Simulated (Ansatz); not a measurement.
**C₂H₁₀GaP: basis-set convergence**

Aim: see how fast density functionals converge with the basis set for C₂H₁₀GaP.

Computed with Ansatz 0.2.0, Gaussian basis. Level: one geometry, several basis sets.

The runs, in order: PBE0-D4/def2-SVP; ωB97M-V/def2-SVP; PBE0-D4/def2-QZVPP; ωB97M-V/def2-QZVPP; the functionals' def2-TZVPP values are taken from earlier runs.

**1. Structure used throughout**

The geometry comes from an earlier relaxation with PBE0-D4 in a triple-zeta def2 set; it is a stationary point, not always the lowest conformer.

SMILES `[CH3][GaH-]([CH3])[PH3+]`, 14 atoms, charge 0, spin multiplicity 1.

Atoms are counted from 1 here; the program's logs count them from 0.

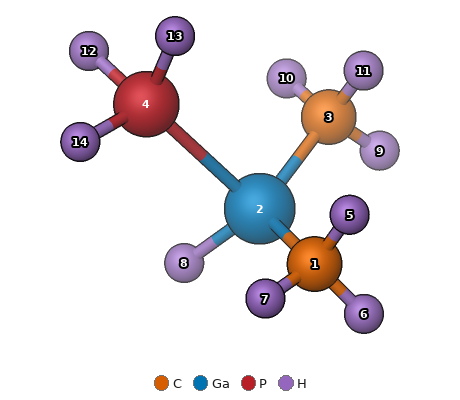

The geometry (carbon orange, gallium blue, phosphorus red, hydrogen purple); atoms are numbered from 1 in the order of the file.

**2. PBE0-D4 in def2-SVP**

in.yaml reads:

```yaml
crystal:
  periodic: [false, false, false]
  atoms:
    - {symbol: C, position_ang: [-1.033522, 1.129665, -1.319827]}
    - {symbol: Ga, position_ang: [-0.345348, 0.611721, 0.473934]}
    - {symbol: C, position_ang: [1.579598, 0.899034, 0.887767]}
    - {symbol: P, position_ang: [-0.302207, -1.953263, 0.155084]}
    - {symbol: H, position_ang: [-0.339776, 0.857185, -2.118894]}
    - {symbol: H, position_ang: [-1.158053, 2.216174, -1.353253]}
    - {symbol: H, position_ang: [-2.007183, 0.685090, -1.537298]}
    - {symbol: H, position_ang: [-1.372769, 0.543587, 1.682601]}
    - {symbol: H, position_ang: [1.743964, 1.959963, 1.098733]}
    - {symbol: H, position_ang: [1.905357, 0.339457, 1.767362]}
    - {symbol: H, position_ang: [2.223427, 0.631316, 0.046402]}
    - {symbol: H, position_ang: [0.109257, -2.768974, 1.230714]}
    - {symbol: H, position_ang: [0.492153, -2.554530, -0.846061]}
    - {symbol: H, position_ang: [-1.507799, -2.625623, -0.138464]}
basis:
  gaussian: {orbitals: def2-SVP}
hamiltonian: {xc: pbe0, dispersion: d4}
output: {orbitals: {seedname: orbitals}}
```

Command:

```
$ ansatz run in.yaml --threads 4 --pin off --events-out ev --progress --plain --max-ram 11315MiB
```

Output:

```text
Functional definition: PBE0
  name "PBE0"
  cite "Adamo & Barone, J. Chem. Phys. 110, 6158 (1999) doi:10.1063/1.478522"
  cite "Perdew, Burke & Ernzerhof, Phys. Rev. Lett. 77, 3865 (1996) doi:10.1103/PhysRevLett.77.3865"
  parent pbe
  parameter a = 0.25
  parameter kappa = 0.804
  parameter beta = 0.06672455060314922
  exchange = (1 - a)*pbe_x(kappa = kappa, mu = beta*pi^2/3) + a*exact_x
  correlation = pbe_c(beta = beta)
1299 factors; integrals over basis functions are off by at most 1.6e-3 eV
mean field evaluation 1: about -63869.7145 eV, gradient 6.3e1 eV
mean field evaluation 2: about -63864.8329 eV, gradient 7.4e1 eV
mean field evaluation 4: about -63879.1234 eV, gradient 1.7e0 eV
mean field evaluation 8: about -63879.2691 eV, gradient 1.5e-1 eV
mean field evaluation 16: about -63879.2691 eV, gradient 4.5e-5 eV
mean field -63879.26910890 eV, -2347.5198408282 hartree, gradient 4.5e-5 eV, S^2 0.000000; 0 other end points of the search recorded, 0 dependent functions left out
reference -63879.26914079 eV, -2347.5198420001 hartree; 34, 34 occupied and 94, 94 virtual orbitals, 1299 factors
Total energy: -63879.52889430 eV, -2347.5293877658 hartree
```

Run time: 1.6 s. Hardware: 4 threads of Arm Neoverse V1, shared host.

**3. ωB97M-V in def2-SVP**

in.yaml, as its differences from that of step 2:

```diff
@@ -19,3 +19,3 @@
   gaussian: {orbitals: def2-SVP}
-hamiltonian: {xc: pbe0, dispersion: d4}
+hamiltonian: {xc: {name: wB97M-V}}
 output: {orbitals: {seedname: orbitals}}
```

Same command.

Output, shortened:

```text
Functional definition: wB97M-V
  name "wB97M-V"
  cite "Mardirossian & Head-Gordon, J. Chem. Phys. 144, 214110 (2016) doi:10.1063/1.4952647"
  cite "Becke, J. Chem. Phys. 107, 8554 (1997) doi:10.1063/1.475007"
  cite "Vydrov & Van Voorhis, J. Chem. Phys. 133, 244103 (2010) doi:10.1063/1.3521275"
  # Of w^i u^j: cxij and so on, Table III.
[...]
  gx(w, u) = 1 - cx + cx01*u + cx10*w
  gss(w, u) = css00 + css04*u^4 + css10*w + css20*w^2 + css43*w^4*u^3
  gos(w, u) = cos00 + cos10*w + (cos20 + cos21*u)*w^2 + (cos60 + cos61*u)*w^6
[...]
      + integral(e_c_pw_mod_opposite_spin*gos(b97_w_opposite, b97_u_opposite)) + vv10(b, c)
1299 factors; integrals over basis functions are off by at most 1.6e-3 eV
403 factors; integrals over basis functions are off by at most 8.8e-6 eV
[...]
mean field -63886.99367206 eV, -2347.8037132886 hartree, gradient 3.0e-5 eV, S^2 0.000000; 0 other end points of the search recorded, 0 dependent functions left out
reference -63886.99372476 eV, -2347.8037152252 hartree; 34, 34 occupied and 94, 94 virtual orbitals, 1299 factors
Total energy: -63886.99372476 eV, -2347.8037152252 hartree
```

Run time: 6.5 s. Hardware: 4 threads of Arm Neoverse V1, shared host.

**4. PBE0-D4 in def2-QZVPP**

in.yaml, as its differences from that of step 3:

```diff
@@ -18,4 +18,4 @@
 basis:
-  gaussian: {orbitals: def2-SVP}
-hamiltonian: {xc: {name: wB97M-V}}
+  gaussian: {orbitals: "def2-QZVPP.json"}
+hamiltonian: {xc: pbe0, dispersion: d4}
 output: {orbitals: {seedname: orbitals}}
```

Launched as before.

Output:

```text
Functional definition: PBE0
  name "PBE0"
  cite "Adamo & Barone, J. Chem. Phys. 110, 6158 (1999) doi:10.1063/1.478522"
  cite "Perdew, Burke & Ernzerhof, Phys. Rev. Lett. 77, 3865 (1996) doi:10.1103/PhysRevLett.77.3865"
  parent pbe
  parameter a = 0.25
  parameter kappa = 0.804
  parameter beta = 0.06672455060314922
  exchange = (1 - a)*pbe_x(kappa = kappa, mu = beta*pi^2/3) + a*exact_x
  correlation = pbe_c(beta = beta)
1944 factors; their error is unknown
mean field evaluation 1: about -63880.0961 eV, gradient 7.8e1 eV
mean field evaluation 2: about -63871.5402 eV, gradient 9.3e1 eV
mean field evaluation 4: about -63893.1360 eV, gradient 3.8e0 eV
mean field evaluation 8: about -63893.3214 eV, gradient 5.2e-1 eV
mean field evaluation 16: about -63893.3215 eV, gradient 3.6e-5 eV
mean field -63893.32149345 eV, -2348.0362564354 hartree, gradient 3.6e-5 eV, S^2 0.000000; 0 other end points of the search recorded, 0 dependent functions left out
reference -63893.32154195 eV, -2348.0362582177 hartree; 34, 34 occupied and 539, 539 virtual orbitals, 1944 factors
Total energy: -63893.58129546 eV, -2348.0458039834 hartree
```

It took 14 s on 4 threads of Arm Neoverse V1, shared host; peak memory 2.6 GiB.

**5. ωB97M-V in def2-QZVPP**

in.yaml, as its differences from that of step 4:

```diff
@@ -19,3 +19,3 @@
   gaussian: {orbitals: "def2-QZVPP.json"}
-hamiltonian: {xc: pbe0, dispersion: d4}
+hamiltonian: {xc: {name: wB97M-V}}
 output: {orbitals: {seedname: orbitals}}
```

Launched as before.

Output, shortened:

```text
Functional definition: wB97M-V
  name "wB97M-V"
  cite "Mardirossian & Head-Gordon, J. Chem. Phys. 144, 214110 (2016) doi:10.1063/1.4952647"
  cite "Becke, J. Chem. Phys. 107, 8554 (1997) doi:10.1063/1.475007"
  cite "Vydrov & Van Voorhis, J. Chem. Phys. 133, 244103 (2010) doi:10.1063/1.3521275"
  # Of w^i u^j: cxij and so on, Table III.
[...]
  gx(w, u) = 1 - cx + cx01*u + cx10*w
  gss(w, u) = css00 + css04*u^4 + css10*w + css20*w^2 + css43*w^4*u^3
  gos(w, u) = cos00 + cos10*w + (cos20 + cos21*u)*w^2 + (cos60 + cos61*u)*w^6
[...]
      + integral(e_c_pw_mod_opposite_spin*gos(b97_w_opposite, b97_u_opposite)) + vv10(b, c)
1907 factors; their error is unknown
482 factors; integrals over basis functions are off by at most 9.6e-6 eV
[...]
mean field -63901.19512694 eV, -2348.3256071292 hartree, gradient 2.9e-5 eV, S^2 0.000000; 0 other end points of the search recorded, 0 dependent functions left out
reference -63901.19520489 eV, -2348.3256099938 hartree; 34, 34 occupied and 539, 539 virtual orbitals, 1907 factors
Total energy: -63901.19520489 eV, -2348.3256099938 hartree
```

It took 29 s on 4 threads of Arm Neoverse V1, shared host; peak memory 3.1 GiB.

**6. Functionals by basis**

The def2-TZVPP values come from earlier runs at the same geometry.

| functional | basis | functions | energy (eV) | from the largest (eV) | HOMO (eV) | LUMO (eV) |
| --- | --- | --- | --- | --- | --- | --- |
| PBE0-D4 | def2-SVP | 128 | -63879.5289 | 14.052 | -7.06 | 0.34 |
| PBE0-D4 | def2-TZVPP | 292 | -63891.9661 | 1.615 | -7.14 | -0.02 |
| PBE0-D4 | def2-QZVPP | 573 | -63893.5813 | 0.000 | -7.15 | -0.11 |
| ωB97M-V | def2-SVP | 128 | -63886.9937 | 14.201 | -9.28 | 2.24 |
| ωB97M-V | def2-TZVPP | 292 | -63899.6269 | 1.568 | -9.37 | 1.79 |
| ωB97M-V | def2-QZVPP | 573 | -63901.1952 | 0.000 | -9.38 | 1.20 |

**7. What came out**

| quantity | value |
| --- | --- |
| PBE0-D4: double and triple zeta above quadruple | 14.05, 1.62 eV |
| ωB97M-V: double and triple zeta above quadruple | 14.20, 1.57 eV |

What this shows: For PBE0-D4 the step from double to triple zeta gains 12.44 eV and the next only 1.62 eV. These are total energies; as a rule much of such shifts cancels in differences, which this series doesn't test. The LUMO of ωB97M-V is positive and keeps falling with the basis (2.24 to 1.20 eV): an unbound level that the basis holds in place.

For PBE0-D4 the largest set took about 8 times as long as the smallest (14 s against 1.6 s).
